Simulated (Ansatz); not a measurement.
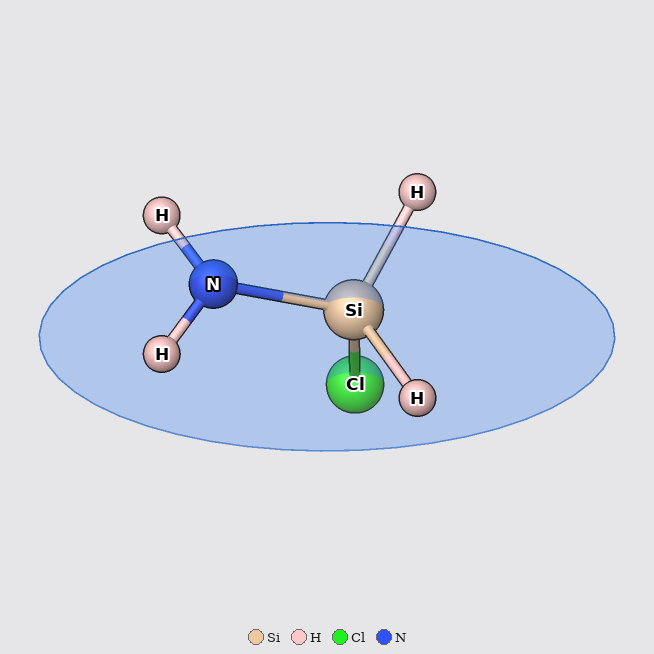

All proper rotation axes (lines) and mirror planes (discs) of the structure are drawn in. Depth is shown by fading: the farther an atom, the more it takes the colour of the background. Computed geometry: PBE0-D4/def2-TZVP optimisation.

> Name the symmetry elements and the point group.

It has 1 mirror plane. Point group Cs. The group has 2 operations. The geometry is achiral, and symmetry allows a dipole moment.
